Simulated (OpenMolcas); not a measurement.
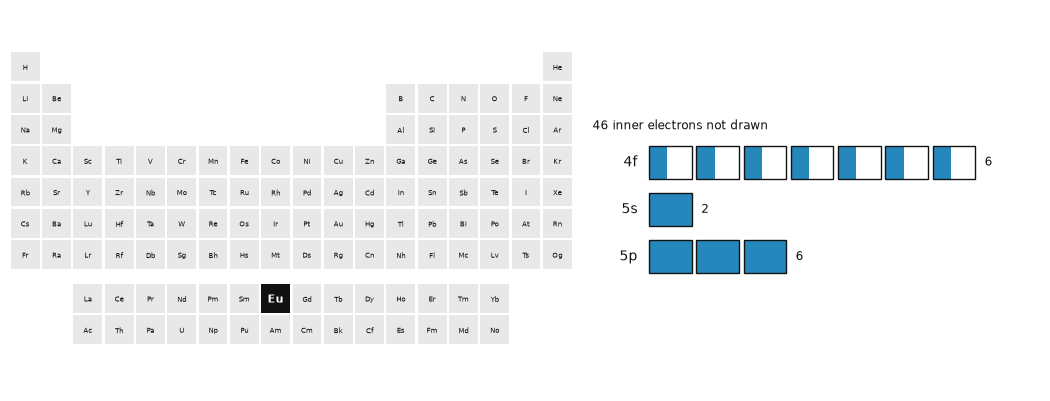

Left, the place of europium in the periodic table; right, the outer shells of the leading configuration of the lowest level: a box for each of the 2l + 1 orbitals, shaded by the share of the shell that is filled, with the electron count at the right.

## Multiconfigurational calculation: Eu³⁺ complex (part 1 of 2)

- system: Eu³⁺ with 2 ligands (I; linear, 2.82 Å), with no charges around it.
- method: state-averaged CASSCF, active space 6 electrons in the shell 4f, basis ANO-RCC-VDZP on the metal and ANO-RCC-VDZP on the ligands, DKH2 scalar Hamiltonian, spin-orbit coupling by RASSI with atomic mean-field integrals (OpenMolcas)

### Log (extracts)
```
--- SEWARD ---
Basis set label: EU.ANO-RCC...7S6P4D2F1G.

      Electronic valence basis set:
      ------------------
      Associated Effective Charge  63.000000 au
      Associated Actual Charge     63.000000 au
      Nuclear Model: Point charge

      Shell  nPrim  nBasis  Cartesian Spherical Contaminant
         s      25       7        X
         p      22       6        X
         d      15       4                 X
         f      11       2                 X
         g       4       1                 X
                  Relativistic Douglas-Kroll-Hess integrals:
                    - DKH order of Hamiltonian: 2
                    - DKH order of Properties : 0
                  Atomic mean-field integrals
--- RASSCF ---
Wave function specifications:
      -----------------------------

      Number of closed shell electrons         162
      Number of electrons in active shells       6
      Max number of holes in RAS1 space          0
      Max nr of electrons in RAS3 space          0
      Number of inactive orbitals               81
      Number of active orbitals                  7
      Number of secondary orbitals              66
      Spin quantum number                      3.0
      State symmetry                             1
Orbital specifications:
      -----------------------

      Symmetry species                           1   2
                                                ag  au
      Frozen orbitals                            0   0
      Inactive orbitals                         42  39
      Active orbitals                            0   7
      RAS1 orbitals                              0   0
      RAS2 orbitals                              0   7
      RAS3 orbitals                              0   0
      Secondary orbitals                        37  29
      Deleted orbitals                           0   0
      Number of basis functions                 79  75
      Number of CSFs                             7
      Number of root(s) required                 7
      Iter CI   SX   CI       RASSCF       Energy    max ROT     max BLB   max BLB  Level Ln srch  Step   QN
          iter iter root      energy       change     param      element    value   shift minimum  type update
 Nr of preliminary CI iterations:   1
      Total energies have been shifted. Add               -25000.00 au
        1   1    9    0   -56.04650581    0.00E+00  -5.30E-02   10  57 2 -2.77E-01*  1.46   0.00    SX    NO
        2   1    9    0   -56.34418207   -2.98E-01*  5.28E-02   32  45 1  1.68E-01*  1.05   0.00    SX    NO
        3   1    9    0   -56.44006737   -9.59E-02* -4.28E-02   32  45 1  1.24E-01*  1.01   0.00    SX    NO
        4   1    9    0   -56.48301096   -4.29E-02*  3.38E-02   24  46 1 -8.73E-02*  0.94   0.00    SX    NO
        5   1    9    0   -56.50367910   -2.07E-02*  4.22E-02   24  46 1 -6.49E-02*  0.91   2.50    LS   YES
        6   1    9    0   -56.51753552   -1.39E-02* -2.78E-02   24  46 1 -3.13E-02*  0.87   1.44    QN   YES
        7   1    9    0   -56.52147630   -3.94E-03* -1.50E-02   32  63 1  2.04E-02*  0.85   1.41    QN   YES
        8   1    8    0   -56.52297190   -1.50E-03*  9.12E-03   32  57 1 -1.58E-02*  0.85   1.56    QN   YES
        9   1    8    0   -56.52354562   -5.74E-04* -6.84E-03   32  57 1 -9.60E-03*  0.85   1.37    QN   YES
       10   1    8    0   -56.52370625   -1.61E-04* -5.31E-03   32  57 1 -4.71E-03*  0.85   1.56    QN   YES
       11   1    7    0   -56.52377598   -6.97E-05* -2.07E-03   32  63 1 -2.04E-03*  0.85   1.39    QN   YES
       12   1    7    0   -56.52379367   -1.77E-05*  5.64E-04   32  63 1 -1.23E-03*  0.85   1.30    QN   YES
       13   1    7    0   -56.52379687   -3.20E-06*  2.66E-04   32  63 1 -4.18E-04*  0.85   1.28    QN   YES
       14   1    6    0   -56.52379745   -5.85E-07* -1.13E-04   29  56 2 -2.06E-04*  0.85   1.33    QN   YES
       15   1    6    0   -56.52379759   -1.33E-07* -6.52E-05   32  45 1  8.12E-05   0.85   1.34    QN   YES
       16   1    5    0   -56.52379762   -3.09E-08*  5.12E-05   32  45 1  6.82E-05   0.85   1.63    QN   YES
       17   1    5    0   -56.52379763   -1.11E-08*  4.48E-05   32  45 1  4.75E-05   0.85   1.54    QN   YES
       18   1    5    0   -56.52379763   -4.62E-09  -2.83E-05   32  45 1  2.45E-05   0.85   1.47    QN   YES
      Convergence after 18 iterations
       19   1    5    0   -56.52379764   -1.63E-09  -2.83E-05   29  56 2  8.90E-06   0.85   1.47    QN   YES
      Natural orbitals and occupation numbers for root  1
      sym 2:   1.000000  -0.000000   1.000000   1.000000   1.000000   1.000000   1.000000
      Natural orbitals and occupation numbers for root  2
      sym 2:   1.000000   1.000000   1.000000   1.000000   0.000000   1.000000   1.000000
      Natural orbitals and occupation numbers for root  3
      sym 2:   1.000000   1.000000  -0.000000   1.000000   1.000000   1.000000   1.000000
::    RASSCF root number  1 Total energy: -25056.52768458
::    RASSCF root number  2 Total energy: -25056.52569482
::    RASSCF root number  3 Total energy: -25056.52569482
::    RASSCF root number  4 Total energy: -25056.52358913
::    RASSCF root number  5 Total energy: -25056.52358913
::    RASSCF root number  6 Total energy: -25056.52016550
::    RASSCF root number  7 Total energy: -25056.52016550
--- RASSCF ---
Wave function specifications:
      -----------------------------

      Number of closed shell electrons         162
      Number of electrons in active shells       6
      Max number of holes in RAS1 space          0
      Max nr of electrons in RAS3 space          0
      Number of inactive orbitals               81
      Number of active orbitals                  7
      Number of secondary orbitals              66
      Spin quantum number                      2.0
      State symmetry                             1
Orbital specifications:
      -----------------------

      Symmetry species                           1   2
                                                ag  au
      Frozen orbitals                            0   0
      Inactive orbitals                         42  39
      Active orbitals                            0   7
      RAS1 orbitals                              0   0
      RAS2 orbitals                              0   7
      RAS3 orbitals                              0   0
      Secondary orbitals                        37  29
      Deleted orbitals                           0   0
      Number of basis functions                 79  75
      Number of CSFs                           140
      Number of root(s) required               140
      Iter CI   SX   CI       RASSCF       Energy    max ROT     max BLB   max BLB  Level Ln srch  Step   QN
          iter iter root      energy       change     param      element    value   shift minimum  type update
 Nr of preliminary CI iterations:   1
        1   1    0    0-25056.30185661    0.00E+00   0.00E+00   40  47 2 -1.75E-02*  0.00   0.00    SX    NO
      Natural orbitals and occupation numbers for root  1
      sym 2:   0.958172   0.750523   0.842371   0.824195   0.842371   0.824195   0.958172
      Natural orbitals and occupation numbers for root  2
      sym 2:   0.924432   0.765336   0.774350   0.908756   0.828995   0.889237   0.908894
      Natural orbitals and occupation numbers for root  3
      sym 2:   0.924432   0.908756   0.774350   0.765336   0.828995   0.889237   0.908894
::    RASSCF root number  1 Total energy: -25056.41446081
::    RASSCF root number  2 Total energy: -25056.41437928
::    RASSCF root number  3 Total energy: -25056.41437928
::    RASSCF root number  4 Total energy: -25056.41330924
::    RASSCF root number  5 Total energy: -25056.41330924
::    RASSCF root number  6 Total energy: -25056.39872053
::    RASSCF root number  7 Total energy: -25056.39872053
::    RASSCF root number  8 Total energy: -25056.39864026
::    RASSCF root number  9 Total energy: -25056.39864026
::    RASSCF root number 10 Total energy: -25056.39856273
::    RASSCF root number 11 Total energy: -25056.39856273
::    RASSCF root number 12 Total energy: -25056.39839585
::    RASSCF root number 13 Total energy: -25056.39839585
::    RASSCF root number 14 Total energy: -25056.39833328
::    RASSCF root number 15 Total energy: -25056.39833328
::    RASSCF root number 16 Total energy: -25056.39819742
::    RASSCF root number 17 Total energy: -25056.39819742
::    RASSCF root number 18 Total energy: -25056.39775960
::    RASSCF root number 19 Total energy: -25056.39775960
::    RASSCF root number 20 Total energy: -25056.39742709
::    RASSCF root number 21 Total energy: -25056.39742709
::    RASSCF root number 22 Total energy: -25056.39731225
::    RASSCF root number 23 Total energy: -25056.39363840
::    RASSCF root number 24 Total energy: -25056.39352838
::    RASSCF root number 25 Total energy: -25056.39352838
::    RASSCF root number 26 Total energy: -25056.39290750
::    RASSCF root number 27 Total energy: -25056.39290750
::    RASSCF root number 28 Total energy: -25056.39173206
::    RASSCF root number 29 Total energy: -25056.39173206
::    RASSCF root number 30 Total energy: -25056.39077631
--- RASSCF ---
Wave function specifications:
      -----------------------------

      Number of closed shell electrons         162
      Number of electrons in active shells       6
      Max number of holes in RAS1 space          0
      Max nr of electrons in RAS3 space          0
      Number of inactive orbitals               81
      Number of active orbitals                  7
      Number of secondary orbitals              66
      Spin quantum number                      1.0
      State symmetry                             1
Orbital specifications:
      -----------------------

      Symmetry species                           1   2
                                                ag  au
      Frozen orbitals                            0   0
      Inactive orbitals                         42  39
      Active orbitals                            0   7
      RAS1 orbitals                              0   0
      RAS2 orbitals                              0   7
      RAS3 orbitals                              0   0
      Secondary orbitals                        37  29
      Deleted orbitals                           0   0
      Number of basis functions                 79  75
      Number of CSFs                           588
      Number of root(s) required               162
      Iter CI   SX   CI       RASSCF       Energy    max ROT     max BLB   max BLB  Level Ln srch  Step   QN
          iter iter root      energy       change     param      element    value   shift minimum  type update
 Nr of preliminary CI iterations:   1
        1   1    0    0-25056.29453383    0.00E+00   0.00E+00   40  47 2 -2.06E-02*  0.00   0.00    SX    NO
      Natural orbitals and occupation numbers for root  1
      sym 2:   0.876114   0.800067   0.877673   0.849223   0.872532   0.848267   0.876123
      Natural orbitals and occupation numbers for root  2
      sym 2:   0.876123   0.848267   0.877673   0.800067   0.872532   0.849223   0.876114
      Natural orbitals and occupation numbers for root  3
      sym 2:   0.883810   0.773585   0.879129   0.850269   0.879129   0.850269   0.883810
::    RASSCF root number  1 Total energy: -25056.32125478
::    RASSCF root number  2 Total energy: -25056.32125478
::    RASSCF root number  3 Total energy: -25056.32116889
::    RASSCF root number  4 Total energy: -25056.31819599
::    RASSCF root number  5 Total energy: -25056.31819599
::    RASSCF root number  6 Total energy: -25056.31808889
::    RASSCF root number  7 Total energy: -25056.31808889
::    RASSCF root number  8 Total energy: -25056.31742843
::    RASSCF root number  9 Total energy: -25056.31742843
::    RASSCF root number 10 Total energy: -25056.31654523
::    RASSCF root number 11 Total energy: -25056.31654523
::    RASSCF root number 12 Total energy: -25056.31572361
::    RASSCF root number 13 Total energy: -25056.31572361
::    RASSCF root number 14 Total energy: -25056.31512489
::    RASSCF root number 15 Total energy: -25056.31512489
::    RASSCF root number 16 Total energy: -25056.31475452
::    RASSCF root number 17 Total energy: -25056.31475452
::    RASSCF root number 18 Total energy: -25056.31459441
::    RASSCF root number 19 Total energy: -25056.31457168
::    RASSCF root number 20 Total energy: -25056.31457168
::    RASSCF root number 21 Total energy: -25056.31456247
::    RASSCF root number 22 Total energy: -25056.31456247
::    RASSCF root number 23 Total energy: -25056.31452399
::    RASSCF root number 24 Total energy: -25056.31452399
::    RASSCF root number 25 Total energy: -25056.31450187
::    RASSCF root number 26 Total energy: -25056.31450187
::    RASSCF root number 27 Total energy: -25056.31186962
::    RASSCF root number 28 Total energy: -25056.31186962
::    RASSCF root number 29 Total energy: -25056.31185455
::    RASSCF root number 30 Total energy: -25056.31185455
```

(Continued in part 2.) Outcome of the run: converged.
